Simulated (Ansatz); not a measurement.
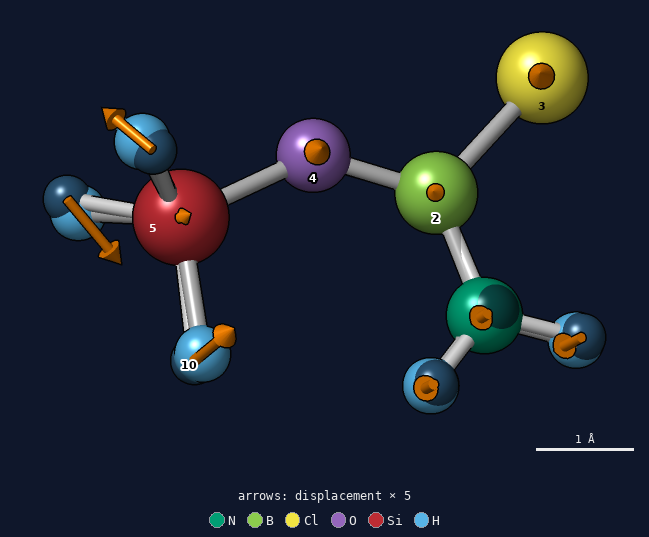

This is a relaxation of BSiNH$_{5}$OCl. The starting structure is drawn faded, the final one solid; orange arrows show the displacements, magnified 5 times. The two geometries are superimposed by the best rigid fit.

The picture is a ball-and-stick view, seen at a tilt.

The start comes from PBE-D4/def2-SVP.

Computed with RKS PBE0-D4/def2-TZVP (Ansatz 0.2.0). Settings: force threshold 0.005 eV/Å; at most 150 steps.

### Which element moves most?

Hydrogen: up to 0.19 Å, against 0.11 Å for oxygen.

### Describe the change and its energy.

After 17 geometry steps the energy has fallen by 1.20 kcal/mol. The largest force component goes from 0.47 to 0.0026 eV/Å. The forces were under the threshold at step 12, but the run went on from there. The atom that moves furthest after the best rigid fit is an H atom (0.19 Å). Largest moves by element: H 0.19 Å, O 0.11 Å, Cl 0.09 Å, N 0.08 Å, B 0.04 Å, Si 0.04 Å. Near-neighbour distances that change, for instance: O–Si 1.678 → 1.641 Å, H–Si 1.510 → 1.490 Å, H–N 1.020 → 1.005 Å, B–O 1.371 → 1.357 Å.
